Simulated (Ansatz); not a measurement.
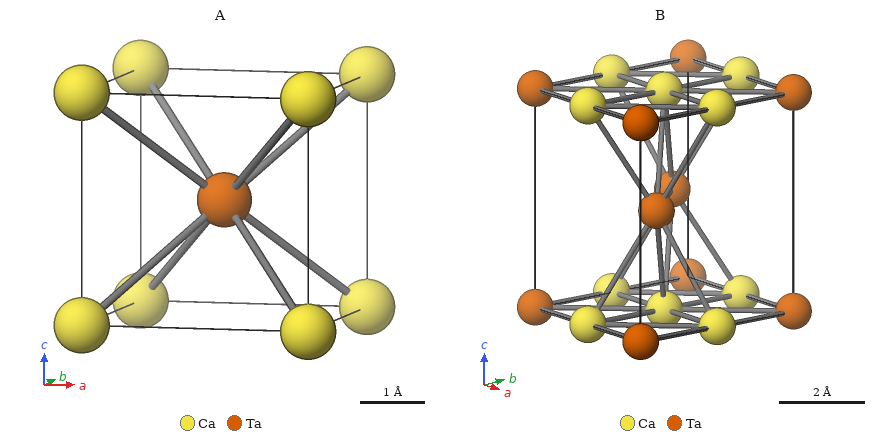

Two structures of CaTa, each relaxed to rest (conventional cells in solid outline, small ones repeated, not to one scale). Method: DFT PBE, scalar-relativistic, plane waves, PAW (Ansatz), without spin polarisation.

Question: Describe A and B.

Answer: A: caesium chloride (CsCl, B2) type, Pm-3m. B: 6 atoms a cell on a primitive hexagonal lattice, P6/mmm.

Question: A or B: which is lower in energy?

Answer: A is lower, by 884 meV/atom at this level of theory (energies at zero smearing). Volumes: A 24.4, B 28.1 Å³/atom.

One or both may be structure types tried for this composition rather than known phases.
